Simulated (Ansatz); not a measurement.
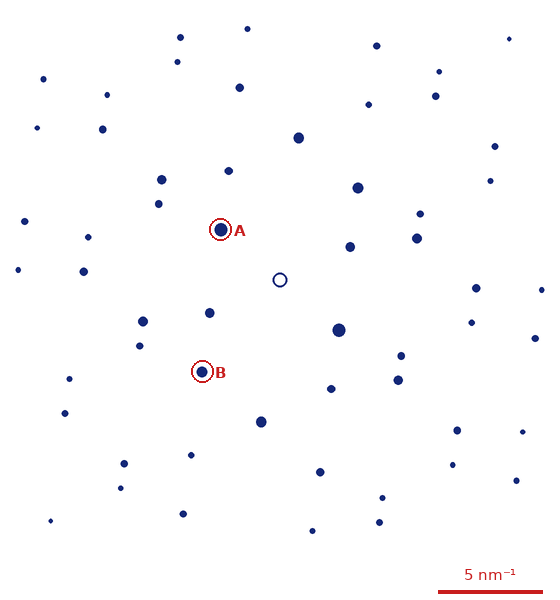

The pattern is a kinematic simulation for 200 kV electrons (no multiple scattering; isotropic B = 0.5 Å²). Two individuals of a reflection twin are superposed (a geometric construction: whether this twin forms is not tested; the second individual is smaller and so fainter). Crystal: Lu, space group P6_3/mmc (No. 194), a = 3.443 Å, c = 5.351 Å (hexagonal axes), zone axis [210]. Structure: the input geometry of an electronic-structure calculation (not necessarily at equilibrium).

In the first individual spot A is 0 0 -2 and spot B is -1 2 0.

Q: On which plane is the crystal twinned?

A: (1-2-2). The spot positions of the combined pattern are mirror-symmetric about the row through 1 -2 -2 (d = 1.448 Å), which both individuals share, while a single individual has only symmetry 2mm without that mirror line. Friedel's law adds a mirror line at right angles, along which no low-index reflection lies.

Q: Which other reflections coincide?

A: Within the frame only the reflections of the common row coincide.
